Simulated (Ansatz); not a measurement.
# Pressure series in SiC

The reference is SiC in the zinc blende structure (space group F-43m, No. 216).

Space group F-43m (No. 216); a = b = c = 4.3290 Å, α = β = γ = 90.00°

| atom | site | symmetry | x | y | z |
|---|---|---|---|---|---|
| Si | 4a | -43m | 0.0000 | 0.0000 | 0.0000 |
| C | 4d | -43m | 0.7500 | 0.7500 | 0.7500 |
(The calculation used a cell of 2 atoms; values per cell refer to that cell.)

Cell and atoms are relaxed at each pressure.

Level of theory: plane-wave PAW DFT at the LDA level (Ansatz, a first-principles code, 420 eV), scalar-relativistic without spin-orbit coupling.

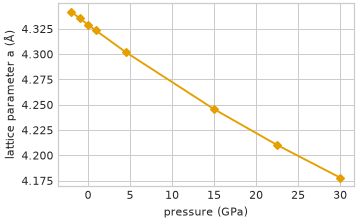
Fig. 1. Lattice parameter a against pressure

From the plot, what is the lattice parameter a for pressure 0.9 GPa?

About 4.32 Å.

Is the trend monotonic over the range shown?

Yes, it falls throughout, spanning 4.178 Å to 4.342 Å.

Load acts through the strain it causes; cell and atoms are relaxed under it. Stability against distortions was not tested. No other phases were tried under pressure.
